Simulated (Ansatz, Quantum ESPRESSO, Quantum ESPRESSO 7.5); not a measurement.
**Screening and band shifts of 1T-TiO2, 2 layers, AB stacking**

How does 1T-TiO2, 2 layers, AB stacking respond to a gate-like field without added charge?

Method: plane-wave DFT, PBE, GBRV ultrasoft pseudopotentials (geometry and cross-check by Ansatz 0.2.0 with PAW datasets; geometry under PBE-D3(BJ)), in Quantum ESPRESSO 7.5.

## 1. The starting structure

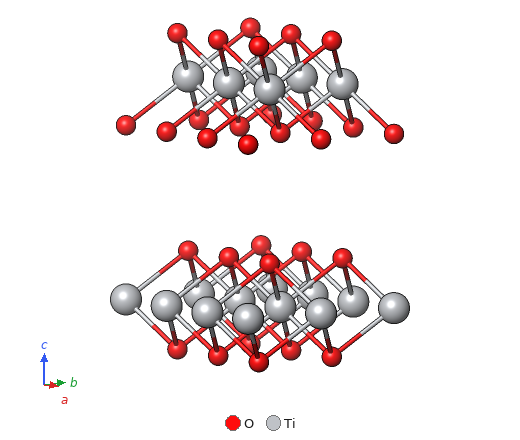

Start, viewed from the side, with the c axis up; oxygen red, titanium light grey. 3×2×1 cells are drawn. Bonds to atoms that aren't drawn are left out. Some periodic images of atoms are drawn too.

The cell holds 6 atoms: 4 O and 2 Ti. Cell: a = 2.990 Å, b = 2.990 Å, c = 25.222 Å, α = 90.0°, β = 90.0°, γ = 120.0°. It derives from TiO2. Vacuum lies along c.

As a file:

```cif
data_structure
_symmetry_space_group_name_H-M 'P 1'
_symmetry_Int_Tables_number 1
_cell_length_a 2.9900
_cell_length_b 2.9900
_cell_length_c 25.2224
_cell_angle_alpha 90.000
_cell_angle_beta 90.000
_cell_angle_gamma 120.000
_cell_volume 195.28
loop_
_atom_site_label
_atom_site_type_symbol
_atom_site_fract_x
_atom_site_fract_y
_atom_site_fract_z
_atom_site_occupancy
O1 O 0.66667 0.33333 0.33700 1
Ti2 Ti 0.00000 0.00000 0.38579 1
O3 O 0.33333 0.66667 0.43458 1
O4 O 0.00000 0.00000 0.56542 1
Ti5 Ti 0.33333 0.66667 0.61421 1
O6 O 0.66667 0.33333 0.66300 1
```

This sheet is a model structure: its symmetry is held, and its stability is not tested here.

## 2. Relaxation with Ansatz

The geometry comes first, from a plane-wave PAW code, so that the later runs on this slab share one structure.

File input.yaml:

```yaml
crystal:
  lattice:
    - [2.99, 0.0, 0.0]
    - [-1.495, 2.5894159573, 0.0]
    - [0.0, 0.0, 25.2223842461]
  atoms:
    - { symbol: O, position: [0.6666666667, 0.3333333333, 0.3370022404] }
    - { symbol: Ti, position: [0.0, 0.0, 0.3857920792] }
    - { symbol: O, position: [0.3333333333, 0.6666666667, 0.434581918] }
    - { symbol: O, position: [0.0, 0.0, 0.565418082] }
    - { symbol: Ti, position: [0.3333333333, 0.6666666667, 0.6142079208] }
    - { symbol: O, position: [0.6666666667, 0.3333333333, 0.6629977596] }
kpoints:
  mp_grid: { grid: [12, 12, 1] }
hamiltonian:
  xc: pbe
  dispersion: d3bj
scf:
  occupations: { method: fermi_dirac, width: 0.05 }
  convergence: { dr2_threshold: 1.0e-08 }
efield:
  axis: 3
  dipole_correction: true
  ramp_position: 0.97
  ramp_width: 0.04
relax:
  f_tol: 0.01
  cell: { fix: [c, alpha, beta] }
output:
  write_potential: true
  write_density: true
  volumetric_format: npy
```

Started as:

```sh
$ ansatz run input.yaml --threads 4 --pin off --max-ram 8192MiB --backend cpu --events-out ev --progress --plain --runs-dir out
```

Numbers of over 12 decimals in the logs are rounded to 6 here.

What it wrote:

```text
Warning: relax.cell: scf.convergence.dr2_threshold = 1e-8 eV is looser than the 6e-10 eV advised for a relaxation that steers and ends on the stress (1e-10 eV for each atom of the cell: 6). What an SCF threshold leaves in a stress goes as its square root, and in the free energy as the threshold itself, and one threshold admits the most on a small cell: [figures from the program's tests cut] Set scf.convergence.dr2_threshold to 6e-10 eV or tighter. The threshold is an SCF's pass mark: one that does not reach it within its budget of iterations ends unconverged, or closes short of it on a stop that the run arms, and scf.convergence.dr2_threshold's page says what that costs each kind of run
Engine: ansatz 0.2.0, aarch64-unknown-linux-gnu
Pseudopotentials: kind: paw
Pseudopotential: O, paw, valence charge 6, recommended cutoff 420 eV (normal), O.paw.azcp
Pseudopotential: Ti, paw, valence charge 12, recommended cutoff 420 eV (normal), Ti.paw.azcp
Functional definition: PBE
  parameter kappa = 0.804
  parameter beta = 0.066725
  exchange = pbe_x(kappa = kappa, mu = beta*pi^2/3)
  correlation = pbe_c(beta = beta)
Crystal: 6 atoms, lattice volume = 195.281 Å³
Basis set: ecut = 420 eV, 3733 PW (Γ), exchange–correlation on 40×40×360 points (8 copies of the dense FFT grid, shifted against one another)
Bands: 30, of which v1, the nominal top of the filled ones, is band 24 counted from 1 (23 counted from 0)
Symmetry: 6 space group operations
k-points: 19 of 144 (time reversal used)
Non-local potential: O, projectors of the file, l = 0: 2, l = 1: 2, l = 2: 1
Non-local potential: Ti, projectors of the file, l = 0: 3, l = 1: 2, l = 2: 3, l = 3: 1
PAW form: soft (Blöchl's): semilocal exchange-correlation on the pseudo side does not see the compensation charge
PAW one-centre angular grid: O, 110 points (default); XC on 64 Gauss nodes
PAW one-centre angular grid: Ti, 590 points (default); XC on 64 Gauss nodes
Initial density: superposition of atomic densities (neutral atoms: chi_scale 0, normalization atom), corrected by the library's trained network
Initial wavefunctions: pseudopotential atomic-orbital guess
Functional: x = pbe(κ = 0.804, μ = 0.219515), c = pbe(β = 0.066725)
SCF iter   1: F=—  HF=-7275.119983 eV  |F-HF|=—  |Δ(HF+E_count)|=         —  Δρ=3.29e-3  dr2=3.21e-2  ethr=1.77e-3  p=0.000 e·Å  D=8.75e-6 V/Å  ΔV_dip=-0.00 eV  dr2_dipole=2.14e-8  V_vac-E_F(+/−)=8.18/8.18 eV  ⟨swp⟩=6.6  Hψ=2663  notcnv=0
efield: sawtooth ramp at fractional position 0.9700 (set: `efield.ramp_position`, or a place that a band, a saddle search or an elastic batch's reference lends), width 0.0400; the density the first Hamiltonian is built on has a dipole p = 0.000 e·Å; the dipole correction subtracts the counter field D = 8.75e-6 V/Å, which shifts the + side's vacuum level by -0.00 eV against the − side's; the planar-averaged density in the ramp window peaks in size at 4.3e-6 e/Å³
preconditioner: auto → none  [insulator: Δε(μ)=1.643 eV  Ē_g=8.199 eV  σ=0.050 eV  W_gap=1.00  n_scr=16 (ndim 8)  ℏωp=15.0 eV  f_vac=0.607  D(μ)=0.00/eV (n_scr^D=0)  ε∞_Penn≈4.4]
SCF iter   2: F=—  HF=-7275.156818 eV  |F-HF|=—  |Δ(HF+E_count)|=   3.68e-2  Δρ=9.54e-3  dr2=3.86e-1  ethr=6.69e-5  p=0.000 e·Å  D=1.08e-4 V/Å  ΔV_dip=-0.00 eV  dr2_dipole=3.69e-7  V_vac-E_F(+/−)=7.82/7.82 eV  ⟨swp⟩=2.9  Hψ=1324  notcnv=0  defer=13
SCF iter   3: F=—  HF=-7275.118389 eV  |F-HF|=—  |Δ(HF+E_count)|=   3.84e-2  Δρ=2.15e-3  dr2=1.84e-2  ethr=6.69e-5  p=0.000 e·Å  D=1.30e-5 V/Å  ΔV_dip=-0.00 eV  dr2_dipole=4.58e-9  V_vac-E_F(+/−)=8.09/8.09 eV  ⟨swp⟩=2.2  Hψ=1016  notcnv=0  defer=13
SCF iter   4: F=—  HF=-7275.117489 eV  |F-HF|=—  |Δ(HF+E_count)|=   8.99e-4  Δρ=1.62e-3  dr2=8.15e-3  ethr=3.84e-5  p=0.000 e·Å  D=2.14e-5 V/Å  ΔV_dip=-0.00 eV  dr2_dipole=3.43e-9  V_vac-E_F(+/−)=8.04/8.04 eV  ⟨swp⟩=2.1  Hψ=852  notcnv=0  defer=13
SCF iter   5: F=—  HF=-7275.117177 eV  |F-HF|=—  |Δ(HF+E_count)|=   3.12e-4  Δρ=7.00e-4  dr2=1.16e-3  ethr=1.70e-5  p=0.000 e·Å  D=7.70e-6 V/Å  ΔV_dip=-0.00 eV  dr2_dipole=2.79e-9  V_vac-E_F(+/−)=8.04/8.04 eV  ⟨swp⟩=1.6  Hψ=658  notcnv=0  defer=13
SCF iter   6: F=—  HF=-7275.117274 eV  |F-HF|=—  |Δ(HF+E_count)|=   9.74e-5  Δρ=2.24e-4  dr2=1.48e-4  ethr=2.43e-6  p=-0.000 e·Å  D=-4.17e-5 V/Å  ΔV_dip=0.00 eV  dr2_dipole=1.52e-7  V_vac-E_F(+/−)=8.04/8.04 eV  ⟨swp⟩=2.2  Hψ=781  notcnv=0  defer=13
SCF iter   7: F=—  HF=-7275.117295 eV  |F-HF|=—  |Δ(HF+E_count)|=   2.05e-5  Δρ=9.53e-5  dr2=3.77e-5  ethr=3.08e-7  p=0.000 e·Å  D=3.44e-4 V/Å  ΔV_dip=-0.01 eV  dr2_dipole=8.10e-6  V_vac-E_F(+/−)=8.03/8.04 eV  ⟨swp⟩=2.1  Hψ=781  notcnv=0  defer=13
SCF iter   8: F=—  HF=-7275.117330 eV  |F-HF|=—  |Δ(HF+E_count)|=   3.49e-5  Δρ=1.55e-5  dr2=4.14e-7  ethr=7.86e-8  p=-0.000 e·Å  D=-1.05e-5 V/Å  ΔV_dip=0.00 eV  dr2_dipole=1.66e-8  V_vac-E_F(+/−)=8.04/8.04 eV  ⟨swp⟩=2.1  Hψ=721  notcnv=0  defer=13
SCF iter   9: F=—  HF=-7275.117364 eV  |F-HF|=—  |Δ(HF+E_count)|=   3.46e-5  Δρ=1.77e-5  dr2=7.95e-7  ethr=8.62e-10  p=0.000 e·Å  D=1.92e-5 V/Å  ΔV_dip=-0.00 eV  dr2_dipole=1.90e-8  V_vac-E_F(+/−)=8.04/8.04 eV  ⟨swp⟩=2.9  Hψ=1088  notcnv=0  defer=10
SCF iter  10: F=—  HF=-7275.117364 eV  |F-HF|=—  |Δ(HF+E_count)|=   9.19e-8  Δρ=4.81e-6  dr2=2.92e-8  ethr=8.62e-10  p=0.000 e·Å  D=2.64e-6 V/Å  ΔV_dip=-0.00 eV  dr2_dipole=1.19e-12  V_vac-E_F(+/−)=8.04/8.04 eV  ⟨swp⟩=2.0  Hψ=750  notcnv=0  defer=10
SCF iter  11: F=-7275.117364 eV  HF=-7275.117364 eV  |F-HF|=1.03e-9  |Δ(HF+E_count)|=   1.02e-8  Δρ=1.49e-6  dr2=4.37e-9  ethr=2.08e-11  p=0.000 e·Å  D=1.56e-6 V/Å  ΔV_dip=-0.00 eV  dr2_dipole=2.97e-13  V_vac-E_F(+/−)=8.04/8.04 eV  ⟨swp⟩=9.6  Hψ=3815  notcnv=0
SCF 1 converged in 11 iterations: F = -7275.117364 eV  dr2 = 4.37e-9
  greatest PAW one-centre occupation: 0.999 electrons in one spin orbital (limit 2), on the Ti atom at site 1 (counted from 0), in its partial waves of l = 0
relax step   1: F+E_penalty+E_count = -7275.11736442 eV  Δ(F+E_penalty+E_count) = +0.000e0 eV  max|allowed force component| = 4.196e0 eV/Å  Δτ_max = 0.0000 Å  P = -10.134 GPa  Ω = 195.281 Å³  fix = [c, alpha, beta]  reactions: c -17.247 GPa  (11 SCF iters, accepted)
Crystal: 6 atoms, lattice volume = 197.230 Å³
Initial density: handed on by an earlier stage of this run
Initial wavefunctions: those handed on with the density
iter 1 solved again at ethr=1.49e-3 eV; its pass at ethr=3.10e-3 eV (dr2=7.14e-1 eV) is discarded
[...]
relax step   7: F+E_penalty+E_count = -7277.64622710 eV  Δ(F+E_penalty+E_count) = -9.038e-4 eV  max|allowed force component| = 2.503e-2 eV/Å  Δτ_max = 0.0604 Å  P = +0.015 GPa  Ω = 193.747 Å³  energy of the carried Pulay correction = +2.430e-3 eV  fix = [c, alpha, beta]  reactions: c -0.018 GPa  (10 SCF iters, accepted)
[...]
relax step   8: F+E_penalty+E_count = -7277.64664820 eV  Δ(F+E_penalty+E_count) = -4.211e-4 eV  max|allowed force component| = 3.350e-3 eV/Å  Δτ_max = 0.0197 Å  P = -0.009 GPa  Ω = 193.805 Å³  energy of the carried Pulay correction = +2.338e-3 eV  fix = [c, alpha, beta]  reactions: c -0.016 GPa  (9 SCF iters, accepted)
Initial wavefunctions: pseudopotential atomic-orbital guess (no wavefunctions were taken with the density)
iter 1 solved again at ethr=5.71e-7 eV; its pass at ethr=3.10e-3 eV (dr2=2.74e-4 eV) is discarded
SCF iter   1: F=—  HF=-7277.644656 eV  |F-HF|=—  |Δ(HF+E_count)|=         —  Δρ=4.02e-5  dr2=5.23e-7  ethr=5.71e-7  p=0.000 e·Å  D=2.86e-6 V/Å  ΔV_dip=-0.00 eV  dr2_dipole=5.49e-10  V_vac-E_F(+/−)=6.88/6.88 eV  ⟨swp⟩=4.1  Hψ=4379  notcnv=0
efield: sawtooth ramp at fractional position 0.9700 (set: `efield.ramp_position`, or a place that a band, a saddle search or an elastic batch's reference lends), width 0.0400; the density the first Hamiltonian is built on has a dipole p = 0.000 e·Å; the dipole correction subtracts the counter field D = 2.86e-6 V/Å, which shifts the + side's vacuum level by -0.00 eV against the − side's; the planar-averaged density in the ramp window peaks in size at 3.8e-6 e/Å³
eigensolver tolerance schedule: the retry pair's looser diagonalisation over-reported the residual by 523.49 of it (diagonalisation noise at 0.11 of the residual, at the tolerance the schedule requests for it); recorded, not acted on — ethr = c·dr2/N_el stays at c = 1.0e-1
preconditioner: auto → none  [insulator: Δε(μ)=2.624 eV  Ē_g=9.347 eV  σ=0.050 eV  W_gap=1.00  n_scr=16 (ndim 8)  ℏωp=15.1 eV  f_vac=0.643  D(μ)=0.00/eV (n_scr^D=0)  ε∞_Penn≈3.6]
SCF iter   2: F=—  HF=-7277.644602 eV  |F-HF|=—  |Δ(HF+E_count)|=   5.34e-5  Δρ=2.33e-5  dr2=6.71e-7  ethr=1.09e-9  p=-0.000 e·Å  D=-1.31e-5 V/Å  ΔV_dip=0.00 eV  dr2_dipole=4.66e-9  V_vac-E_F(+/−)=6.88/6.88 eV  ⟨swp⟩=3.1  Hψ=1277  notcnv=0
SCF iter   3: F=—  HF=-7277.644602 eV  |F-HF|=—  |Δ(HF+E_count)|=   8.89e-8  Δρ=1.83e-5  dr2=4.48e-7  ethr=1.09e-9  p=0.000 e·Å  D=1.84e-5 V/Å  ΔV_dip=-0.00 eV  dr2_dipole=1.14e-8  V_vac-E_F(+/−)=6.88/6.88 eV  ⟨swp⟩=2.0  Hψ=873  notcnv=0
SCF iter   4: F=—  HF=-7277.644602 eV  |F-HF|=—  |Δ(HF+E_count)|=   1.39e-8  Δρ=6.30e-6  dr2=6.58e-8  ethr=9.34e-10  p=-0.000 e·Å  D=-1.61e-5 V/Å  ΔV_dip=0.00 eV  dr2_dipole=7.16e-9  V_vac-E_F(+/−)=6.88/6.88 eV  ⟨swp⟩=2.0  Hψ=781  notcnv=0
SCF iter   5: F=—  HF=-7277.644602 eV  |F-HF|=—  |Δ(HF+E_count)|=   7.89e-9  Δρ=3.39e-6  dr2=2.52e-8  ethr=1.37e-10  p=0.000 e·Å  D=8.42e-6 V/Å  ΔV_dip=-0.00 eV  dr2_dipole=2.85e-9  V_vac-E_F(+/−)=6.88/6.88 eV  ⟨swp⟩=2.9  Hψ=890  notcnv=0
SCF iter   6: F=-7277.644602 eV  HF=-7277.644602 eV  |F-HF|=3.46e-9  |Δ(HF+E_count)|=  3.26e-10  Δρ=1.62e-6  dr2=4.83e-9  ethr=2.08e-11  p=0.000 e·Å  D=3.11e-6 V/Å  ΔV_dip=-0.00 eV  dr2_dipole=5.08e-10  V_vac-E_F(+/−)=6.88/6.88 eV  ⟨swp⟩=9.4  Hψ=4070  notcnv=0
SCF 9 converged in 6 iterations: F = -7277.644602 eV  dr2 = 4.83e-9
relax step   9: F+E_penalty+E_count = -7277.64460233 eV  Δ(F+E_penalty+E_count) = +2.046e-3 eV  max|allowed force component| = 3.469e-3 eV/Å  Δτ_max = 0.0000 Å  P = -0.036 GPa  Ω = 193.805 Å³  fix = [c, alpha, beta]  reactions: c -0.027 GPa  stress off target by 4.03e-2 GPa on what of the cell is left free  SCF on the basis re-selected at this cell (its energy is not comparable with the rows above)  (6 SCF iters)
basis re-selected at this cell: Δ(F+E_penalty+E_count) = +2.046e-3 eV, ΔP = -0.027 GPa vs the last step (what re-selecting the basis moved, of the pressure what is left beyond the Pulay correction that the steps carried, after the strain that the cell walked since its last selection, with what the two solves' SCF thresholds leave and, on support functions, any second-order correction that the steps lacked; it is no m [...]
WARN: The output density's exchange-correlation potential varies sharply where the density is thin. Do not read a vacuum level from v_tot or v_xc, or from such a field of the output density. On a cell that repeats whose density bears no net charge and no dipole along the vacuum's axis use v_es (v_loc + v_h of the components); under efield.dipole_correction with no amplitude use v_es + v_field, which holds any externa [...]
SCF converged after 6 iterations
Free energy (F): -7277.644602 eV
Harris-Foulkes:  -7277.644602 eV  (|F-HF|=3.46e-9)
Internal energy: -7277.644602 eV  (E = F + TS)
E sigma→0 (E₀):  -7277.644602 eV
Fermi energy:    -1.473962 eV
Dipole field:    D = -0.000028 V/Å  (p = -0.000030 e·Å, saw-weighted, corrected)
Work function:   Φ+ = 6.8783 eV   Φ− = 6.8776 eV
Levels:          The Fermi level and band energies are counted from a zero that moves with the ramp; work functions are not
--- Per-component energies (eV) ---
  E_band       = -938.595562
  E_kinetic    = 1245.837120
  E_local      = -55348.860197  (includes V_loc(G=0)·N_el)
  E_nonlocal   = 196.768593
  E_hartree    = 27033.497267
  E_xc         = -492.629558
  E_vxc        = -623.827574  (∫ρ·V_xc dr)
  E_paw        = -2721.632633  (= ΣΔE_a)
  E_vpaw       = -475.515353  (= ΣTr[D̂ρ^β])
  E_aug_tail   = 0.010237  (compensation charges beyond the density's cutoff)
  E_efield     = 0.000000  (sawtooth field / dipole correction)
  E_vefield    = 0.000335  (∫n·V_field dr)
  E_ewald      = 22810.409247
  E_disp       = -1.044678  (pairwise vdW)
  E_smearing   = -0.000000  (= −TS)
  E_closure    = -0.000000  (closes the sum)
  Σ components = -7277.644602   (vs F -7277.644602, Δ=0.00e0)
--- Forces (eV/Å), atoms counted from 1 ---
  atom   1  O      0.00000000     0.00000000     0.00347518
  atom   2  Ti    -0.00000000    -0.00000000     0.00137141
  atom   3  O     -0.00000000    -0.00000000    -0.00042810
  atom   4  O     -0.00000000     0.00000000     0.00046651
  atom   5  Ti     0.00000000     0.00000000    -0.00140717
  atom   6  O      0.00000000    -0.00000000    -0.00344075
  max |Σ_I F_I| component: 3.71e-5 eV/Å
--- Stress (GPa, compression-positive) ---
       -0.040300       0.000000       0.000000
        0.000000      -0.040300       0.000000
        0.000000       0.000000      -0.026706
  P = ⅓ Tr σ = -0.0358 GPa (-0.358 kbar)
--- Band table (eV; the first three rows and the last of 19) ---
  k-point 0: bands = [... 20 lower, -3.1253, -3.1253, -3.0835, -3.0835, -0.1898, -0.1898, -0.1828, -0.1828, ... 2 higher]
  k-point 1: bands = [... 20 lower, -3.4357, -3.2846, -3.2359, -3.0441, -0.0915, -0.0790, -0.0242, -0.0111, ... 2 higher]
  k-point 2: bands = [... 20 lower, -3.6295, -3.5708, -3.3002, -2.8770, 0.0584, 0.1120, 0.3374, 0.3541, ... 2 higher]
  k-point 18: bands = [... 20 lower, -4.3799, -4.3523, -3.9146, -3.9145, 0.0383, 0.0383, 1.0907, 1.0983, ... 2 higher]
--- Relaxed structure (8 steps of the walk, 8 accepted, 1 SCFs on fresh bases) ---
  F+E_penalty+E_count = -7277.64460233 eV   max|allowed force component| = 3.469e-3 eV/Å   (the final SCF, on the basis selected at the relaxed cell)
  cell:  # Å, volume = 193.8050 Å³
    - [2.978682, 0.0, 0]
    - [-1.489341, 2.579614, 0]
    - [0, 0, 25.2223842461]
  atoms:
    - { symbol: O, position: [0.666667, 0.333333, 0.372537] }
    - { symbol: Ti, position: [7.856768522002322e-18, 0, 0.410960] }
    - { symbol: O, position: [0.333333, 0.666667, 0.449108] }
    - { symbol: O, position: [-4.534838339422933e-18, 0, 0.550892] }
    - { symbol: Ti, position: [0.333333, 0.666667, 0.589040] }
    - { symbol: O, position: [0.666667, 0.333333, 0.627463] }
```

It took 24 s on 4 threads of Arm Neoverse V2, shared host; peak memory 0.5 GiB; 91 s of CPU time.

Relaxation path:

| step | energy less that of the first step (eV) | largest force component (eV/Å) | pressure (GPa) | volume (Å³) |
| --- | --- | --- | --- | --- |
| 1 | 0.0000 | 4.1960 | -10.13 | 195.28 |
| 2 | -2.1393 | 1.5494 | -4.73 | 197.23 |
| 3 | -2.3798 | 0.7319 | 2.89 | 189.31 |
| 4 | -2.4740 | 0.0759 | -0.37 | 193.79 |
| 5 | -2.5113 | 0.1000 | -0.45 | 193.95 |
| 6 | -2.5280 | 0.0923 | -0.01 | 193.65 |
| 7 | -2.5289 | 0.0250 | 0.01 | 193.75 |
| 8 | -2.5293 | 0.0034 | -0.01 | 193.81 |
| 9* | -2.5272 | 0.0035 | -0.04 | 193.81 |

Relaxation steps marked * repeat the geometry before them on a plane-wave basis chosen anew for their cell, so energy and pressure can jump there.

Forces are held to the 6 operations that the run works with; a distortion that breaks them can't arise in this run.

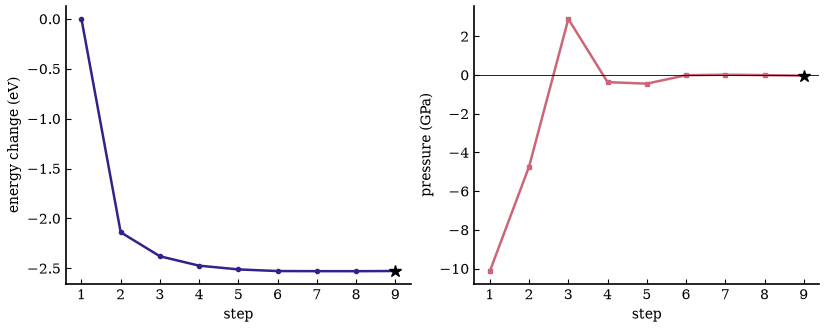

Energy and pressure along the relaxation. Stars mark steps on a basis chosen anew.

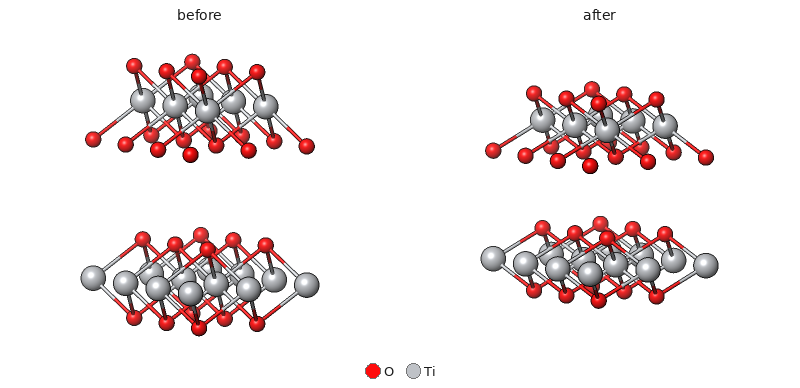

The structure before and after the relaxation, drawn at the same scale. Bonds to atoms that aren't drawn are left out.

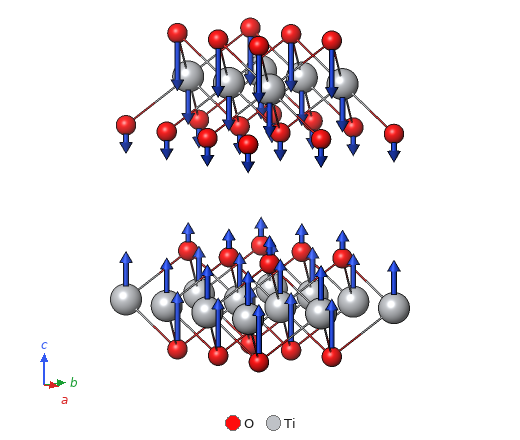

Displacements in the relaxation, exaggerated, measured against the changing cell; the longest in the cell stands for 0.90 Å. Bonds to atoms that aren't drawn are left out. 3×2×1 cells are drawn. Some periodic images of atoms are drawn too.

| cell as run | before | after | change |
| --- | --- | --- | --- |
| a (Å) | 2.990 | 2.979 | -0.4 % |
| b (Å) | 2.990 | 2.979 | -0.4 % |

The atoms that moved most (Å, along periodic axes as changes of fractional coordinates times the final cell, across vacuum about the mean position):

| atom | dx | dy | dz | length |
| --- | --- | --- | --- | --- |
| O1 | 0.000 | 0.000 | 0.896 | 0.896 |
| O6 | 0.000 | 0.000 | -0.896 | 0.896 |
| Ti5 | 0.000 | 0.000 | -0.635 | 0.635 |
| Ti2 | 0.000 | 0.000 | 0.635 | 0.635 |
| O3 | 0.000 | 0.000 | 0.366 | 0.366 |
| O4 | 0.000 | 0.000 | -0.366 | 0.366 |

Final coordinates:

```cif
data_structure
_symmetry_space_group_name_H-M 'P 1'
_symmetry_Int_Tables_number 1
_cell_length_a 2.9787
_cell_length_b 2.9787
_cell_length_c 25.2224
_cell_angle_alpha 90.000
_cell_angle_beta 90.000
_cell_angle_gamma 120.000
_cell_volume 193.80
loop_
_atom_site_label
_atom_site_type_symbol
_atom_site_fract_x
_atom_site_fract_y
_atom_site_fract_z
_atom_site_occupancy
O1 O 0.66667 0.33333 0.37254 1
Ti2 Ti 0.00000 0.00000 0.41096 1
O3 O 0.33333 0.66667 0.44911 1
O4 O 0.00000 0.00000 0.55089 1
Ti5 Ti 0.33333 0.66667 0.58904 1
O6 O 0.66667 0.33333 0.62746 1
```

Read from the output:

| Item | Value |
| --- | --- |
| free energy | -7277.6446 eV |
| Fermi energy | -1.474 eV |
| gap by band count | 2.624 eV |
| symmetry operations | 6 |
| dipole along the normal | -2.96e-5 e·Å |
| vacuum level at the upper face over a Fermi level inside the gap | 6.878 eV |
| vacuum level at the lower face over a Fermi level inside the gap | 6.878 eV |

[end of part 1 of 6]

[Logs are printed without paths, hosts, clocks, repeated set-up lines and the standing remarks that a program may print on its own settings, such as how far it seeks lower states.]

[Hosts, paths, dates, database ids (printed as entryN), source tags and the programs' standing remarks are cut or masked in the printed files.]

[Maps of the electrostatic potential energy from Ansatz leave out the sawtooth potential of an applied field or a dipole correction, so their vacuum need not be flat; planar profiles and work functions include it.]
